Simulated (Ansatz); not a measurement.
# How liquid (Cs,K,Li)F changes with temperature

How do cells made at different temperatures differ in energy, pressure, forces, levels, charges and cost?

Computed with Ansatz 0.2.0: Kohn-Sham DFT, PBEsol, PAW (set soft_2). Every run is a single point, with the atoms held where the recipe put them (cutoff of the plane-wave runs 420 eV, fixed occupations).

First member: 82 atoms (15 Cs, 8 K, 18 Li, 41 F) placed at random at 2.6 g/cm³, melted at 1800 K for 10 ps at fixed volume with the Lennard-Jones and Coulomb ion parameters for SPC/E (Joung and Cheatham, J. Phys. Chem. B 112, 9020 (2008)), full charges. Snapshot at the end of a hold of 20 ps at 1190 K and fixed volume.

Last member: 82 atoms (15 Cs, 8 K, 18 Li, 41 F) placed at random at 2.25 g/cm³, melted at 1800 K for 10 ps at fixed volume with the Lennard-Jones and Coulomb ion parameters for SPC/E (Joung and Cheatham, J. Phys. Chem. B 112, 9020 (2008)), full charges. Snapshot at the end of a hold of 20 ps at 1680 K and fixed volume.

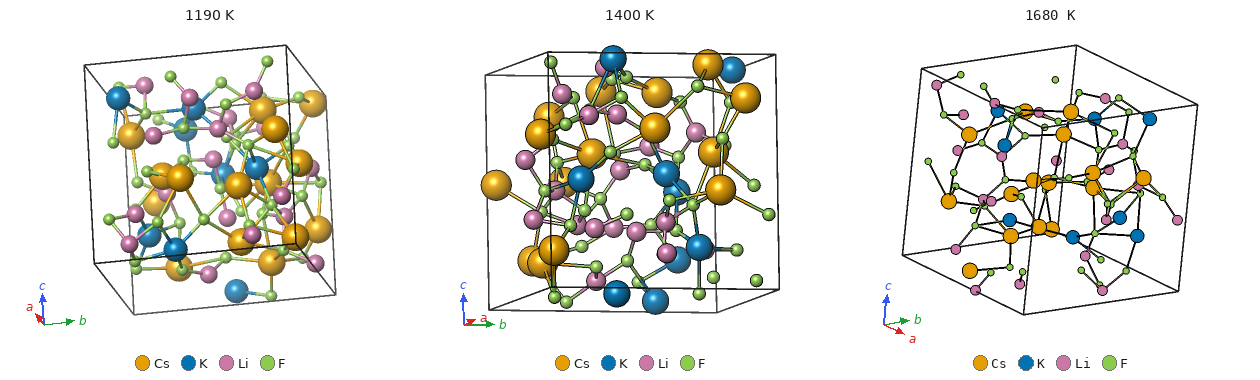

Three members of the series, labelled by temperature. Some periodic images of atoms are drawn too. Bonds to atoms that aren't drawn are left out.

The members:

```csv
temperature (K),reduced formula,atoms,valence electrons,k-mesh,basis,density (g/cm³)
1190,Cs15K8Li18F41,82,548,1×1×1,plane waves,2.60
1300,Cs15K8Li18F41,82,548,1×1×1,plane waves,2.52
1400,Cs15K8Li18F41,82,548,1×1×1,plane waves,2.45
1540,Cs15K8Li18F41,82,548,1×1×1,plane waves,2.35
1680,Cs15K8Li18F41,82,548,1×1×1,plane waves,2.25
```

Each cell is one sample from a classical run, so sample-to-sample scatter enters every column; pressures lack the kinetic term.

The input of the first member, without its atom lines; other members have their own cell and atoms, and may differ in mesh, basis and outputs:

```yaml
crystal:
  lattice:
    - [12.6958, 0.0, 0.0]
    - [0.0, 12.6958, 0.0]
    - [0.0, 0.0, 12.6958]
  atoms:
    [... 82 lines ...]
kpoints:
  mp_grid: { grid: [1, 1, 1] }
hamiltonian:
  xc: pbesol
scf:
  occupations: { method: fixed }
output:
  forces: true
  stress: true
  populations: true
  dos:
    method: { smearing: { sigma: 0.1 } }
    de: 0.1
    projected: { site_lists: { Cs: [Cs], F: [F], K: [K], Li: [Li] } }
  eigenvalues: true
  write_density: true
  write_potential: true
  volumetric_format: npy
```

Results; charges are mean Löwdin charges in e:

```csv
temperature (K),energy less the first member's (meV/atom),pressure (GPa),r.m.s. force (eV/Å),gap (eV),q(K),q(Li),q(Cs)
1190,0.0,-2.85,0.432,3.74,+0.85,+0.79,+0.94
1300,18.3,-2.82,0.435,3.62,+0.84,+0.79,+0.94
1400,48.0,-3.03,0.387,3.51,+0.85,+0.79,+0.95
1540,50.7,-2.99,0.441,3.29,+0.85,+0.79,+0.95
1680,73.5,-3.27,0.424,2.92,+0.85,+0.80,+0.94
```

The gap is that between the highest filled and lowest empty Kohn-Sham level on the run's k-points; tail or defect levels can set it. The projection misses up to 0.045 e an atom, so the charges add up to more than the cell's charge.

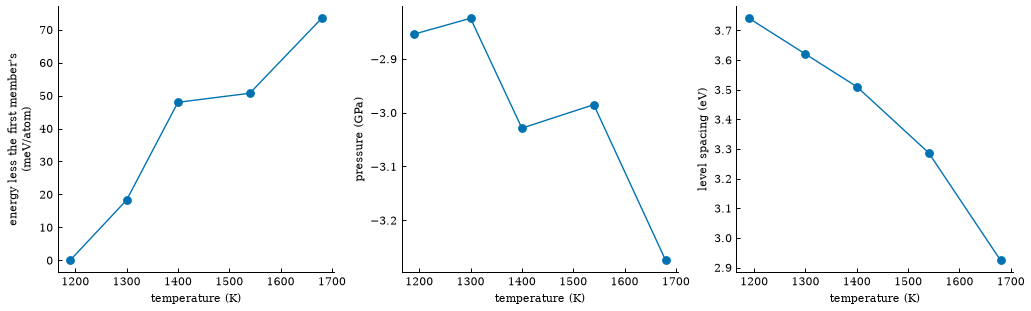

Results against temperature.

Cost on 8 threads of Arm Neoverse V1, shared host:

```csv
temperature (K),atoms,basis,k-mesh,SCF cycles,time,host memory (GiB)
1190,82,plane waves,1×1×1,9,22 s,2.5
1300,82,plane waves,1×1×1,9,22 s,2.5
1400,82,plane waves,1×1×1,10,24 s,2.6
1540,82,plane waves,1×1×1,10,25 s,2.7
1680,82,plane waves,1×1×1,11,29 s,2.7
```

Times include the outputs that each run asked for, on hosts shared with other jobs.

What the series shows: The energy against the first member goes steadily from 0.0 meV/atom at 1190 to 73.5 meV/atom at 1680 K; each member is a single configuration. The gap goes steadily from 3.74 eV at 1190 to 2.92 eV at 1680 K; in single samples it varies with the configuration. The density spans 2.25 to 2.60 g/cm³, so the columns mix its effect with that of the temperature. The pressure is lowest at 1680 K (-3.3 GPa) and highest at 1300 K (-2.8 GPa), falling overall but not at every step; the recipes set unlike densities, and the bond lengths of the classical model enter the pressure too.

**Limits.** No spin–orbit coupling is included, so levels derived from the heavy atoms are approximate. The network of bonds at the start is that of the classical potential that made the cell, and needn't be the one that DFT or experiment would give. The ion parameters were fitted for water, not for melts, so the starting structure of this cell may lie well off the real melt's. The cells aren't relaxed by DFT, which could reorder their energies.

[Logs are printed without paths, hosts, clocks, repeated set-up lines and the standing remarks that a program may print on its own settings, such as how far it seeks lower states.]

[Hosts, paths, dates, database ids (printed as entryN), source tags and the programs' standing remarks are cut or masked in the printed files.]
